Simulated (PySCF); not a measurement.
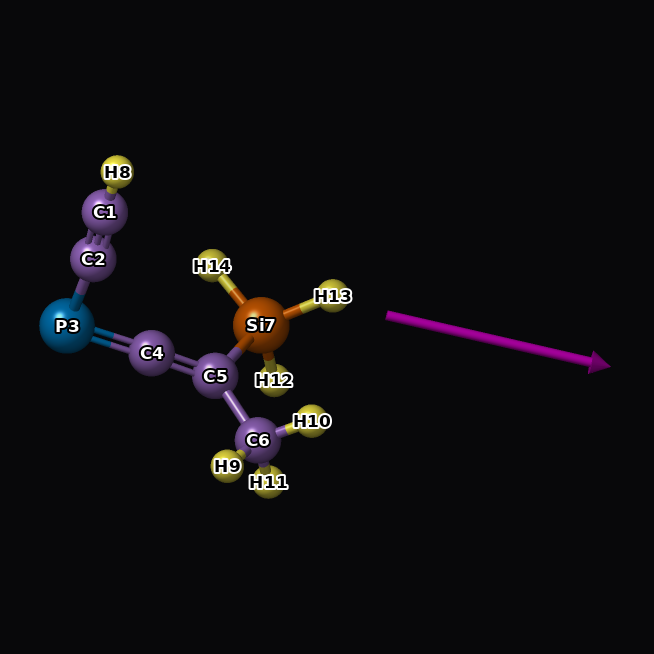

The arrow beside the molecule shows the direction of the dipole moment, from the negative to the positive end (its length means nothing). Computed geometry: GFN2-xTB optimisation. No frequency run is at hand to confirm it as a minimum. Method: PBE0/pcSseg-1, gas phase (PySCF 2.14.0).

How large is the dipole moment?

Answer. 2.07 D; it points from the side of C1, C2, P3, H8 to the side of H10, H13 (the outermost atoms at the two ends).

The geometry is semi-empirical. Around P, Si such bond lengths and angles can be off by a tenth of an ångström or more and by several degrees, and values that hang on the shape move with them.
